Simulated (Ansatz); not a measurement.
# TiPt8: from the start to rest

The start is TiPt8, a database structure at a slightly changed volume. Where does it settle when we relax cell and atoms at 20 GPa, and what is it like there?

Program: Ansatz 0.2.0. Level of theory: DFT, r2SCAN, no spin polarisation, plane waves, PAW. These are calculated values, not measurements.

## Step 1: Geometry

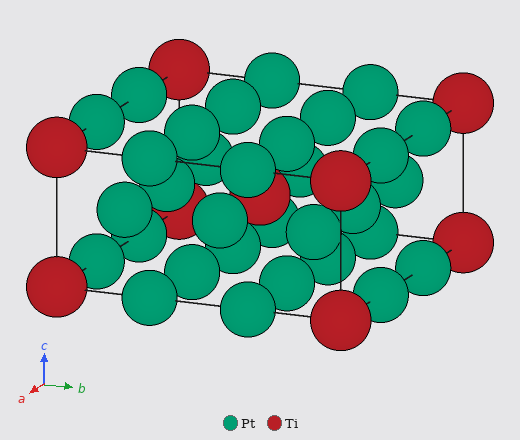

Viewed slightly off an axis; platinum teal, titanium red. The cell drawn here is the conventional one.

Symmetry: I4/mmm, No. 139, tetragonal system. Conventional cell: a = 8.352 Å, b = 8.352 Å, c = 3.916 Å, α = 90.00°, β = 90.00°, γ = 90.00°. Around Pt (site symmetry m2m) lie 10 Pt at 2.75 to 2.79 Å and 2 Ti at 2.78 Å. Ti (site symmetry 4/mmm) is surrounded by 12 Pt at 2.73 to 2.78 Å. Pt (site symmetry m2m) is surrounded by 1 Ti at 2.73 Å and 11 Pt at 2.75 to 2.89 Å.

Its coordinates follow in the input file.

It starts from an earlier solution of the starting cell (checkpoint.read).

## Step 2: Relaxing

input.yaml reads:

```yaml
crystal:
  lattice:
    - [0.0, 0.0, 3.915863]
    - [4.176117, -4.176117, 1.957932]
    - [4.176117, 4.176117, -1.957932]
  atoms:
    - { symbol: Pt, position: [0.333, 0.0, 0.666] }
    - { symbol: Pt, position: [0.333, 0.334, 0.0] }
    - { symbol: Pt, position: [0.667, 0.0, 0.334] }
    - { symbol: Pt, position: [0.667, 0.666, 0.0] }
    - { symbol: Ti, position: [0.0, 0.0, 0.0] }
    - { symbol: Pt, position: [0.0, 0.327, 0.327] }
    - { symbol: Pt, position: [0.327, 0.673, 0.327] }
    - { symbol: Pt, position: [0.0, 0.673, 0.673] }
    - { symbol: Pt, position: [0.673, 0.327, 0.673] }
  symmetry: { tolerance: 0.0003 }
kpoints:
  mp_grid: { grid: [6, 6, 6], shift: [0, 0, 0] }
magnetization:
  spin_polarized: false
scf:
  occupations: { method: fermi_dirac }
  lower_state_search: "off"
hamiltonian:
  pseudopotentials: { kind: paw }
  xc: r2scan
basis:
  ecutwfc: 500
  fft_grid_basis: typed
relax:
  max_steps: 40
  cell: { p_target: 20.0 }
output:
  forces: true
  stress: true
  eigenvalues: true
  bader: true
  populations: true
  elf: true
  write_potential: true
  volumetric_format: npy
  dos:
    e_range: [-12, 8]
    de: 0.05
    projected: { site_lists: { Pt: [Pt], Ti: [Ti] } }
checkpoint:
  read: saved_state
```

The run is started by

```console
$ ansatz run input.yaml --threads 2 --pin off --max-ram 2560MiB --backend cpu --events-out ev --progress --plain --runs-dir out
```

Standard output (excerpt; [...] marks lines left out):

```text
Warning: RAYON_NUM_THREADS=2 ignored (pool sized by the plan → 2); use --threads N
[...]
Pseudopotentials: kind: paw
Pseudopotential: Pt, paw, valence charge 18, recommended cutoff 500 eV (meta_gga), Pt.paw.azcp
Pseudopotential: Ti, paw, valence charge 12, recommended cutoff 500 eV (meta_gga), Ti.paw.azcp
Functional definition: r2SCAN
[...]
Crystal: 9 atoms, lattice volume = 136.585 Å³
Basis set: ecut = 500 eV, 3459 PW (Γ), exchange–correlation on 120×192×192 points (64 copies of the dense FFT grid, shifted against one another)
Bands: 94, of which v1, the nominal top of the filled ones, is band 78 counted from 1 (77 counted from 0)
Symmetry: 16 space group operations
Space group: I4/mmm (ITA 139), of the structure as read, at distance tolerance 1.5e-3 Å
k-points: 30 of 216
[...]
SCF iter   1: F=-102803.042745 eV  HF=-102803.025753 eV  |F-HF|=1.70e-2  |Δ(HF+E_count)|=         —  Δρ=1.95e-3  dr2=1.22e-3  dr2_τ=9.33e-3  ethr=9.31e-7  ⟨swp⟩=3.0  Hψ=15935  notcnv=0
[...]
relax step   1: F+E_penalty+E_count = -102803.04413257 eV  Δ(F+E_penalty+E_count) = +0.000e0 eV  max|allowed force component| = 8.174e-1 eV/Å  Δτ_max = 0.0000 Å  P = +0.076 GPa  Ω = 136.585 Å³  (7 SCF iters, dr2 threshold 1.00e-7 eV, accepted)
[...]
relax step   3: F+E_penalty+E_count = -102802.82390351 eV  Δ(F+E_penalty+E_count) = +2.202e-1 eV  max|allowed force component| = 3.219e-1 eV/Å  Δτ_max = 0.0385 Å  P = +16.626 GPa  Ω = 129.195 Å³  energy of the carried Pulay correction = +3.678e-3 eV  (13 SCF iters, accepted)
[...]
relax step   4: F+E_penalty+E_count = -102802.71938598 eV  Δ(F+E_penalty+E_count) = +1.045e-1 eV  max|allowed force component| = 4.198e-2 eV/Å  Δτ_max = 0.0203 Å  P = +19.681 GPa  Ω = 128.105 Å³  energy of the carried Pulay correction = +4.238e-3 eV  (8 SCF iters, dr2 threshold 9.00e-7 [...]
SCF iter   4: F=-102802.705161 eV  HF=-102802.705162 eV  |F-HF|=9.90e-7  |Δ(HF+E_count)|=   1.27e-8  Δρ=3.90e-5  dr2=2.13e-6  dr2_τ=2.50e-7  ethr=7.49e-9  ⟨swp⟩=2.2  Hψ=3714  notcnv=0
```

## Step 3: The output, continued

Output, continued:

```text
SCF iter   5: F=-102802.705162 eV  HF=-102802.705162 eV  |F-HF|=1.77e-7  |Δ(HF+E_count)|=   1.67e-7  Δρ=1.22e-5  dr2=2.44e-7  dr2_τ=1.91e-8  ethr=4.23e-10  ⟨swp⟩=9.6  Hψ=19030  notcnv=0
SCF 5 converged in 5 iterations: F = -102802.705162 eV  dr2 = 2.44e-7
relax step   5: F+E_penalty+E_count = -102802.70516170 eV  Δ(F+E_penalty+E_count) = +1.422e-2 eV  max|allowed force component| = 1.084e-3 eV/Å  Δτ_max = 0.0022 Å  P = +19.998 GPa  Ω = 127.987 Å³  energy of the carried Pulay correction = +4.299e-3 eV  (5 SCF iters, dr2 threshold 6.60e-7 eV, accepted)
Crystal: 9 atoms, lattice volume = 127.984 Å³
Basis set: ecut = 500 eV, 3219 PW (Γ), exchange–correlation on 120×192×192 points (64 copies of the dense FFT grid, shifted against one another)
iter 1 solved again at ethr=2.57e-9 eV; its pass at ethr=3.10e-3 eV (dr2=4.02e-6 eV) is discarded
SCF iter   1: F=-102802.704790 eV  HF=-102802.704732 eV  |F-HF|=5.80e-5  |Δ(HF+E_count)|=         —  Δρ=7.52e-5  dr2=2.24e-6  dr2_τ=9.17e-5  ethr=2.57e-9  ⟨swp⟩=3.0  Hψ=11742  notcnv=0
SCF iter   2: F=-102802.704794 eV  HF=-102802.704794 eV  |F-HF|=5.24e-10  |Δ(HF+E_count)|=   6.12e-5  Δρ=4.50e-5  dr2=8.72e-7  dr2_τ=9.18e-8  ethr=1.44e-9  ⟨swp⟩=2.0  Hψ=5217  notcnv=0
SCF iter   3: F=-102802.704794 eV  HF=-102802.704794 eV  |F-HF|=5.14e-9  |Δ(HF+E_count)|=   1.44e-7  Δρ=2.08e-5  dr2=2.48e-7  dr2_τ=2.20e-8  ethr=5.59e-10  ⟨swp⟩=1.0  Hψ=2821  notcnv=0
SCF iter   4: F=-102802.704794 eV  HF=-102802.704794 eV  |F-HF|=5.98e-8  |Δ(HF+E_count)|=   7.07e-8  Δρ=6.30e-6  dr2=7.29e-8  dr2_τ=8.38e-9  ethr=1.59e-10  ⟨swp⟩=2.0  Hψ=4159  notcnv=0
SCF iter   5: F=-102802.704794 eV  HF=-102802.704794 eV  |F-HF|=3.93e-9  |Δ(HF+E_count)|=   4.61e-9  Δρ=2.05e-6  dr2=7.70e-9  dr2_τ=6.53e-10  ethr=1.66e-11  ⟨swp⟩=7.0  Hψ=14374  notcnv=0
SCF 6 converged in 5 iterations: F = -102802.704794 eV  dr2 = 7.70e-9
relax step   6: F+E_penalty+E_count = -102802.70479389 eV  Δ(F+E_penalty+E_count) = +3.678e-4 eV  max|allowed force component| = 6.168e-4 eV/Å  Δτ_max = 0.0001 Å  P = +20.008 GPa  Ω = 127.984 Å³  energy of the carried Pulay correction = +4.300e-3 eV  (5 SCF iters, dr2 threshold 2.59e-8 eV, accepted)
Basis set: ecut = 500 eV, 3219 PW (Γ), exchange–correlation on 120×180×180 points (64 copies of the dense FFT grid, shifted against one another)
Initial wavefunctions: pseudopotential atomic-orbital guess (no wavefunctions were taken with the density)
iter 1 solved again at ethr=5.81e-8 eV; its pass at ethr=3.10e-3 eV (dr2=9.07e-5 eV) is discarded
SCF iter   1: F=-102802.701217 eV  HF=-102802.701210 eV  |F-HF|=6.20e-6  |Δ(HF+E_count)|=         —  Δρ=1.65e-4  dr2=4.10e-6  dr2_τ=5.31e-5  ethr=5.81e-8  ⟨swp⟩=4.0  Hψ=16822  notcnv=0
SCF iter   2: F=-102802.701213 eV  HF=-102802.701212 eV  |F-HF|=1.49e-6  |Δ(HF+E_count)|=   1.24e-6  Δρ=8.69e-5  dr2=1.12e-6  dr2_τ=1.45e-6  ethr=2.63e-9  ⟨swp⟩=2.4  Hψ=4770  notcnv=0
SCF iter   3: F=-102802.701213 eV  HF=-102802.701213 eV  |F-HF|=1.64e-8  |Δ(HF+E_count)|=   1.59e-6  Δρ=5.66e-6  dr2=1.12e-8  dr2_τ=1.33e-8  ethr=7.19e-10  ⟨swp⟩=2.0  Hψ=4100  notcnv=0
SCF iter   4: F=-102802.701213 eV  HF=-102802.701213 eV  |F-HF|=2.81e-9  |Δ(HF+E_count)|=   2.41e-8  Δρ=1.81e-6  dr2=4.64e-9  dr2_τ=8.15e-10  ethr=7.16e-12  ⟨swp⟩=2.0  Hψ=5044  notcnv=0
SCF iter   5: F=-102802.701213 eV  HF=-102802.701213 eV  |F-HF|=1.46e-10  |Δ(HF+E_count)|=  3.35e-10  Δρ=7.46e-7  dr2=7.47e-10  dr2_τ=6.43e-11  ethr=2.98e-12  ⟨swp⟩=2.0  Hψ=3228  notcnv=0
SCF iter   6: F=-102802.701213 eV  HF=-102802.701213 eV  |F-HF|=5.82e-11  |Δ(HF+E_count)|=  5.24e-10  Δρ=2.61e-7  dr2=1.14e-10  dr2_τ=5.23e-12  ethr=1.00e-12  ⟨swp⟩=2.1  Hψ=3246  notcnv=0
SCF iter   7: F=-102802.701213 eV  HF=-102802.701213 eV  |F-HF|=2.91e-11  |Δ(HF+E_count)|=  4.37e-11  Δρ=7.53e-8  dr2=9.23e-12  dr2_τ=6.96e-13  ethr=1.00e-12  ⟨swp⟩=5.1  Hψ=11337  notcnv=0
SCF 7 converged in 7 iterations: F = -102802.701213 eV  dr2 = 9.23e-12
relax step   7: F+E_penalty+E_count = -102802.70121321 eV  Δ(F+E_penalty+E_count) = +3.581e-3 eV  max|allowed force component| = 6.432e-4 eV/Å  Δτ_max = 0.0000 Å  P = +19.983 GPa  Ω = 127.984 Å³  stress off target by 4.43e-2 GPa  SCF on the basis re-selected at this cell (its energy is not comparable with the rows above)  (7 SCF iters)
basis re-selected at this cell: Δ(F+E_penalty+E_count) = +3.581e-3 eV, ΔP = -0.025 GPa vs the last step (what re-selecting the basis moved, of the pressure what is left beyond the Pulay correction that the steps carried, after the strain that the cell walked since its last selection, with what the two solves' SCF thresholds leave and, on support functions, any second-order correction that the steps lacked; it is no measure of the basis error at this ecutwfc). The dense FFT grid was sized anew with the basis: this SCF ran on 30×45×45 points, the steps before it on 30×48×48, so part of this shift can come from that change (see relax.cell in the input reference). This SCF's stress stands 4.43e-2 GPa from its target on what of the cell is left free (relax.cell.stress_tol is 5.00e-2 GPa) and its largest allowed force component is 6.43e-4 eV/Å (relax.f_tol is 1.00e-2 eV/Å): within both
SCF converged after 7 iterations
Free energy (F): -102802.701213 eV
Harris-Foulkes:  -102802.701213 eV  (|F-HF|=2.91e-11)
Internal energy: -102802.474179 eV  (E = F + TS)
E sigma→0 (E₀):  -102802.587696 eV
Entropy (-TS):   -0.227034 eV (-25.226 meV/atom)
Fermi energy:    24.181679 eV
--- Per-component energies (eV) ---
  E_band       = -1134.233385
  E_kinetic    = 5403.482529
  E_local      = -12021.013056  (includes V_loc(G=0)·N_el)
  E_nonlocal   = 1617.990542
  E_hartree    = 4550.269624
  E_xc         = -2107.954496
  E_vxc        = -2854.225586  (∫ρ·V_xc dr)
  E_paw        = -76896.729673  (= ΣΔE_a)
  E_vpaw       = -2564.033085  (= ΣTr[D̂ρ^β])
  E_aug_tail   = 0.001309  (compensation charges beyond the density's cutoff)
  E_vtau       = 183.024772  (kinetic-family band-sum trace: ∫τ·v_τ [+ j·A + Jᵃ·Aᵃ] dr)
  E_ewald      = -23346.415547
  E_core_change = -2.105413  (= ΣΔE_core)
  E_smearing   = -0.227034  (= −TS)
  E_closure    = 0.000000  (closes the sum)
  Σ components = -102802.701213   (vs F -102802.701213, Δ=0.00e0)
--- Forces (eV/Å), atoms counted from 1 ---
  atom   1  Pt    -0.00015391    -0.00015391     0.00000000
  atom   2  Pt     0.00015391    -0.00015391     0.00000000
  atom   3  Pt     0.00015391     0.00015391    -0.00000000
  atom   4  Pt    -0.00015391     0.00015391    -0.00000000
  atom   5  Ti    -0.00000000    -0.00000000     0.00000000
  atom   6  Pt     0.00064324    -0.00000000     0.00000000
  atom   7  Pt     0.00000000     0.00064324    -0.00000000
  atom   8  Pt    -0.00064324    -0.00000000    -0.00000000
  atom   9  Pt    -0.00000000    -0.00064324     0.00000000
  max |Σ_I F_I| component: 2.82e-18 eV/Å
--- Stress (GPa, compression-positive) ---
       19.996957      -0.000000       0.000000
        0.000000      19.996957      -0.000000
        0.000000      -0.000000      19.955729
  P = ⅓ Tr σ = 19.9832 GPa (199.832 kbar)
--- Band table (eV; the first three rows and the last of 30) ---
  k-point 0: bands = ["-76.6684", "-76.6295", "-76.6295", "-76.6214", "-76.6174", "-76.6125", "-76.6125", "-76.6114", "-35.7379", "-30.4740", "-30.4574", "-30.4543", "-30.4543", "-30.4277", "-30.4222", "-30.4222", "-30.4163", "-30.3855", "-30.3512", "-30.3205", "-30.3205", "-30.1905", "-30.1894", "-30.1728", "-30.1728", "-30.1686", "-30.1686", "-30.1569", "-30.1530", "-30.1395", "-30.0397", "-30.0350", "-30.0350", "-10.9398", "-10.9398", "-10.9293", "13.2817", "16.5844", "16.5844", "16.9883", "17.0484", "17.2817", "17.4368", "17.5014", "17.5014", "17.6765", "17.6765", "17.9394", "17.9604", "18.6561", "18.6561", "18.8963", "19.2093", "19.8844", "19.8844", "19.9147", "20.1423", "20.4011", "20.7526", "20.7526", "21.6605", "21.8557", "21.8557", "21.8717", "21.9702", "21.9702", "22.0517", "22.2079", "22.6540", "22.7883", "22.8669", "22.8669", "22.9563", "23.1510", "23.1573", "23.1753", "23.1753", "23.2173", "23.5077", "23.5077", "23.5441", "25.0592", "25.8030", "25.8079", "25.8079", "25.9300", "29.0478", "29.1075", "29.1075", "30.2858", "33.8179", "33.8179", "33.9066", "34.1639"]
  k-point 1: bands = ["-76.6666", "-76.6353", "-76.6290", "-76.6193", "-76.6164", "-76.6153", "-76.6116", "-76.6091", "-35.7379", "-30.5121", "-30.4848", "-30.4621", "-30.4545", "-30.4384", "-30.4331", "-30.3912", "-30.3667", "-30.3652", "-30.3359", "-30.3262", "-30.2983", "-30.2049", "-30.2034", "-30.1826", "-30.1783", "-30.1717", "-30.1521", "-30.1516", "-30.1403", "-30.1380", "-30.0509", "-30.0456", "-30.0403", "-10.9400", "-10.9398", "-10.9293", "13.4620", "16.3928", "16.7328", "16.8308", "17.1398", "17.1598", "17.4070", "17.4487", "17.4635", "17.7612", "18.0016", "18.1086", "18.1440", "18.4013", "18.4898", "18.9410", "19.2438", "19.4779", "19.5060", "20.0440", "20.2279", "20.4265", "20.7345", "20.9213", "20.9865", "21.2411", "21.4242", "21.6089", "21.7681", "22.2084", "22.2198", "22.3279", "22.4943", "22.5974", "22.8598", "22.8680", "23.0687", "23.0909", "23.1927", "23.4723", "23.5908", "23.8056", "23.8375", "23.8385", "23.9768", "25.3926", "25.7686", "25.8392", "25.8987", "26.0301", "28.4171", "28.6764", "30.1271", "30.9828", "32.4818", "32.5496", "34.9539", "35.1760"]
  k-point 2: bands = ["-76.6617", "-76.6447", "-76.6276", "-76.6187", "-76.6185", "-76.6152", "-76.6090", "-76.6073", "-35.7378", "-30.5536", "-30.4952", "-30.4899", "-30.4670", "-30.4484", "-30.4153", "-30.3906", "-30.3389", "-30.3119", "-30.3089", "-30.3007", "-30.2414", "-30.2256", "-30.2211", "-30.2073", "-30.2052", "-30.1708", "-30.1442", "-30.1361", "-30.1269", "-30.1172", "-30.0962", "-30.0612", "-30.0544", "-10.9405", "-10.9399", "-10.9294", "13.9823", "15.7543", "16.5195", "16.9414", "17.1556", "17.3044", "17.4849", "17.5182", "17.7275", "17.9941", "18.0118", "18.0135", "18.4631", "18.5634", "18.5743", "18.7993", "18.8273", "19.0137", "19.0498", "19.7606", "20.2810", "20.3065", "20.5486", "20.7073", "20.8293", "20.8313", "21.2254", "21.7096", "21.7152", "21.7723", "22.1164", "22.2130", "22.3838", "22.5846", "22.7720", "22.7833", "22.8647", "22.9436", "23.0240", "23.4267", "24.3997", "24.4777", "24.6561", "24.7639", "25.1964", "25.6377", "25.8386", "26.0170", "26.0864", "26.4742", "27.9072", "27.9639", "31.3968", "31.4314", "31.5533", "32.2708", "35.0695", "35.1014"]
  k-point 29: bands = ["-76.6421", "-76.6306", "-76.6294", "-76.6254", "-76.6232", "-76.6195", "-76.6176", "-76.6143", "-35.7370", "-30.5924", "-30.5201", "-30.5171", "-30.4693", "-30.4637", "-30.4489", "-30.4288", "-30.3910", "-30.3317", "-30.3092", "-30.2948", "-30.2653", "-30.2525", "-30.1610", "-30.1523", "-30.1294", "-30.1268", "-30.1224", "-30.1126", "-30.1082", "-30.0982", "-30.0955", "-30.0847", "-30.0831", "-10.9491", "-10.9370", "-10.9369", "16.1212", "16.3026", "16.4611", "16.4932", "16.9164", "18.0696", "18.0719", "18.1939", "18.2608", "18.3126", "18.6784", "18.6992", "18.9648", "19.1412", "19.2730", "19.4038", "19.4154", "19.4780", "19.7082", "19.7457", "19.9049", "20.1126", "20.1674", "20.3336", "20.5233", "20.6533", "20.8926", "20.8993", "21.1978", "21.2091", "21.3844", "21.5614", "21.6927", "22.1125", "22.1240", "22.2718", "22.9584", "22.9642", "23.1937", "23.3229", "23.5311", "23.6189", "23.6652", "24.4093", "24.4245", "25.5253", "25.6196", "25.8362", "25.8666", "26.0170", "27.7746", "27.8805", "28.7134", "29.0764", "32.2331", "33.4516", "33.5279", "33.6832"]
--- Relaxed structure (6 steps of the walk, 5 accepted, 1 SCFs on fresh bases) ---
  F+E_penalty+E_count = -102802.70121321 eV   max|allowed force component| = 6.432e-4 eV/Å   (the final SCF, on the basis selected at the relaxed cell)
  cell:  # Å, volume = 127.9837 Å³
    - [3.287499235219593e-42, 2.291283299671172e-7, 3.827466855231025]
    - [4.088900767887802, -4.08890065332363, 1.9137336723943805]
    - [4.088900767887802, 4.08890065332363, -1.9137336723943805]
  atoms:
    - { symbol: Pt, position: [0.33780104251801146, 1.0659213475969446e-17, 0.6756020850360228] }
    - { symbol: Pt, position: [0.33780104251801135, 0.3243979149639773, -3.878929810180435e-17] }
    - { symbol: Pt, position: [0.6621989574819886, -1.354066704044602e-17, 0.32439791496397735] }
    - { symbol: Pt, position: [0.6621989574819886, 0.6756020850360229, -7.0100572446219e-17] }
    - { symbol: Ti, position: [-9.248951806522894e-20, 9.014572332829547e-23, -1.848888785463268e-19] }
    - { symbol: Pt, position: [-9.248951806522892e-20, 0.3294750711595875, 0.3294750711595875] }
    - { symbol: Pt, position: [0.3294750711595876, 0.6705249288404124, 0.3294750711595876] }
    - { symbol: Pt, position: [-9.248951806522894e-20, 0.6705249288404125, 0.6705249288404125] }
    - { symbol: Pt, position: [0.6705249288404126, 0.3294750711595876, 0.6705249288404125] }
--- Löwdin populations: 9 sites ---
  site symbol       q [e]
     0     Pt     17.8834
     1     Pt     17.8834
     2     Pt     17.8834
     3     Pt     17.8834
     4     Ti     11.5687
     5     Pt     17.8960
     6     Pt     17.8960
     7     Pt     17.8960
     8     Pt     17.8960
  spilling = 0.008421 (of n_electrons = 156.000000)
--- Bader charges: 9 sites ---
  site symbol  charge [e]  shift [e]
     0     Pt     -0.2503     0.0002
     1     Pt     -0.2503     0.0002
     2     Pt     -0.2503     0.0002
     3     Pt     -0.2503     0.0002
     4     Ti      1.6945     0.0013
     5     Pt     -0.1733     0.0001
     6     Pt     -0.1733     0.0001
     7     Pt     -0.1733     0.0001
     8     Pt     -0.1733     0.0001
  estimated error of the sums over rays = 3.6e-4 e
```

Wall time 4.8 min (2 threads of Arm Neoverse V1, shared host); peak memory 0.94 GiB.

Relaxation path:

```csv
step,energy from step 1 (eV/cell),largest force component (eV/Å),pressure (GPa),volume (Å³)
1,0.0000,0.8174,0.08,136.58
2x,2.5520,0.6394,54.83,118.34
3,0.2202,0.3219,16.63,129.19
4,0.3247,0.0420,19.68,128.10
5,0.3390,0.0011,20.00,127.99
6,0.3393,0.0006,20.01,127.98
7,0.3429,0.0006,19.98,127.98
```

Step 1 is the start. Step 7 repeats the geometry before on a plane-wave basis chosen anew for that cell, so the energy can jump there without any move; the table keeps such jumps. 1 step was tried and not accepted (marked x).

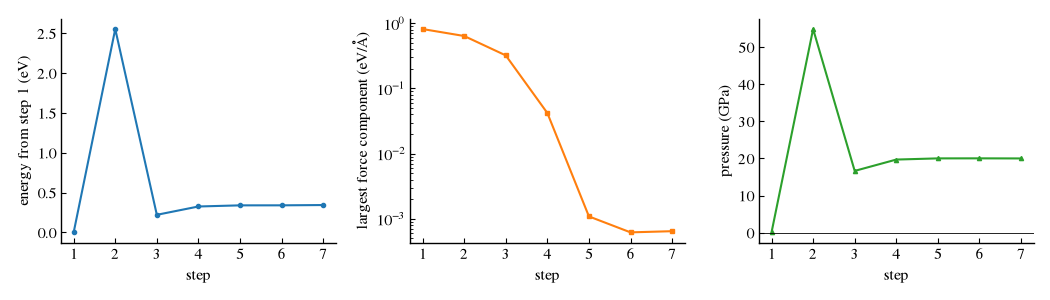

Energy, largest force and pressure along the relaxation.

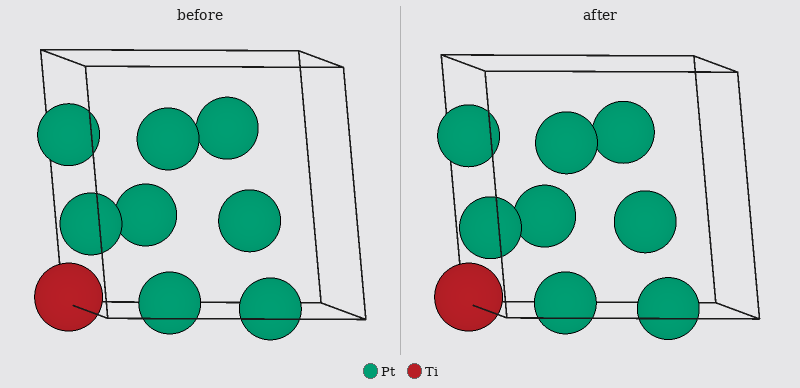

Before and after, at one scale. Each atom of the cell is drawn once.

| input's cell | before | after | change |
| --- | --- | --- | --- |
| a (Å) | 3.916 | 3.827 | -2.3 % |
| b (Å) | 6.222 | 6.091 | -2.1 % |
| c (Å) | 6.222 | 6.091 | -2.1 % |
| α (°) | 95.68 | 95.67 | -0.02° |
| β (°) | 108.34 | 108.31 | -0.03° |
| γ (°) | 71.66 | 71.69 | +0.03° |
| volume (Å³/atom) | 15.18 | 14.22 | -6.3 % |

The largest move, 0.06 Å, apart from the change of the cell, is shared by several atoms, Pt4 among them.

With a target pressure of 20 GPa the walk minimises the enthalpy, not the energy.

(Part 1 of 2 ends here.)
